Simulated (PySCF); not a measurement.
Molecule: SMILES [O]([SiH3])[Ge]([OH])([OH])[OH] (H₆GeO₄Si), singlet. Atoms near the plane z = 0.0 Å, at the PBE0/def2-SVP optimised geometry (x, y, z in Å): O1 (-1.4, 0.6, 0.0), Ge2 (-0.6, -1.0, 0.0), O4 (1.1, -1.0, 0.0), H7 (-1.5, 1.0, 0.9), H9 (1.5, -0.9, -0.9).

Calculation: PySCF with PBE0/def2-TZVP. Cells within 0.4 Å of a nucleus heavier than hydrogen are left out (blank, or x). The values are rescaled to run from 0 to 1.

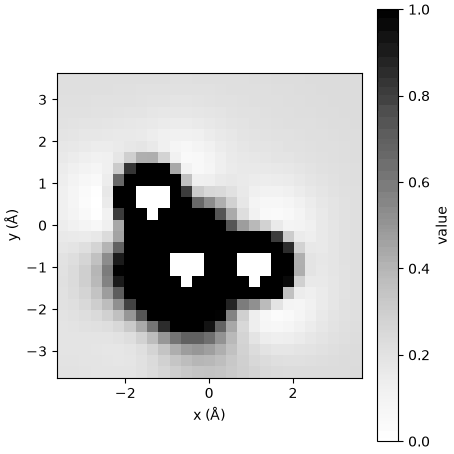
a field on the plane z = 0.0 Å.

**Question.** Which quantity is mapped?
A. Laplacian of the electron density
B. deformation density (molecule minus spherical neutral atoms)
C. an orbital amplitude
D. electrostatic potential

**Answer.** D, electrostatic potential. In full: electrostatic potential (hartree/e), clipped to [-0.08, 0.12].
